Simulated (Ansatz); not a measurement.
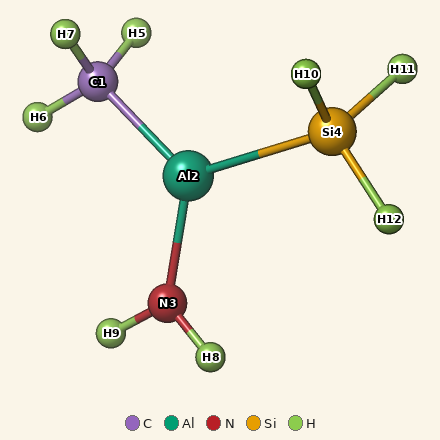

The system is CH₈AlNSi, SMILES [CH3][Al]([NH2])[SiH3]; the picture shows the reference structure. The first coordinate is: dihedral C1–Al2–N3–H8; the second: dihedral C1–Al2–Si4–H10. Nothing is relaxed (all other coordinates rigid). The grid has 8 × 7 points. Points are written as (first, second). All energies are given in kcal/mol relative to the relaxed molecule at the same level. All numbers below come from RKS PBE-D4/def2-SVP in Ansatz.

Its coordinates:

| atom | x (Å) | y (Å) | z (Å) |
| --- | --- | --- | --- |
| C | -1.0140 | 1.7688 | 0.1055 |
| Al | -0.0466 | 0.0700 | 0.3196 |
| N | 0.2665 | -0.5675 | 1.9625 |
| Si | 0.7967 | -1.2962 | -1.5446 |
| H | -1.9430 | 1.6253 | -0.4868 |
| H | -1.2992 | 2.2252 | 1.0760 |
| H | -0.3995 | 2.5098 | -0.4493 |
| H | 0.7592 | -1.4401 | 2.1681 |
| H | -0.0172 | -0.1198 | 2.8381 |
| H | 1.7984 | -0.5467 | -2.3933 |
| H | -0.3078 | -1.7249 | -2.4836 |
| H | 1.4834 | -2.5591 | -1.0782 |

Range: dihedral C1–Al2–N3–H8 from −180 to 135°; dihedral C1–Al2–Si4–H10 from −30 to 150°.

What will the energy surface look like?

The lowest grid point is at (−180°, 60°), 0.0 kcal/mol from the relaxed molecule at the same level. The same energy is found at (0°, 60°). The energy also falls towards the edge at (−180°, 150°) (0.13 kcal/mol above the lowest) and (0°, 150°) (0.13 kcal/mol above the lowest), where a further well may lie outside the range. The highest grid point, (90°, 60°), lies 12.3 kcal/mol above the lowest.

```
dihedral C1–Al2–Si4–H10 ↓, dihedral C1–Al2–N3–H8 →  −180  −135   −90  −45    0   45    90  135
                                               150   0.1   5.5  12.2  5.7  0.1  5.5  12.2  5.7
                                               120   0.2   5.6  12.0  5.6  0.2  5.6  12.0  5.6
                                                90   0.1   5.7  12.2  5.4  0.1  5.7  12.2  5.4
                                                60   0.0   5.6  12.3  5.6  0.0  5.6  12.3  5.6
                                                30   0.1   5.4  12.2  5.7  0.1  5.4  12.2  5.7
                                                 0   0.2   5.6  12.0  5.6  0.2  5.6  12.0  5.6
                                               −30   0.1   5.7  12.2  5.5  0.1  5.7  12.2  5.4
```

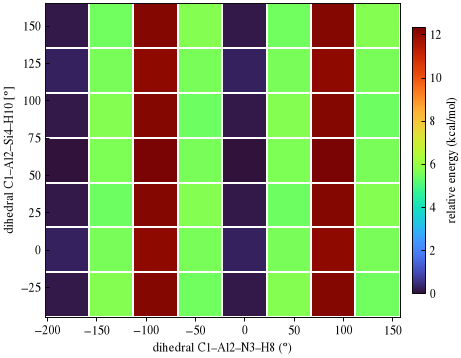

The picture shows one coloured cell a grid point.

Each point was launched as `ansatz run input.yaml --threads 1 --pin off --max-ram 2560MiB --backend cpu --events-out ev --progress --plain --runs-dir out`. The whole map (56 points run) took 17 min on 1 thread of Intel(R) Xeon(R) Processor @ 2.50GHz (Skylake/Cascade Lake) (shared host).
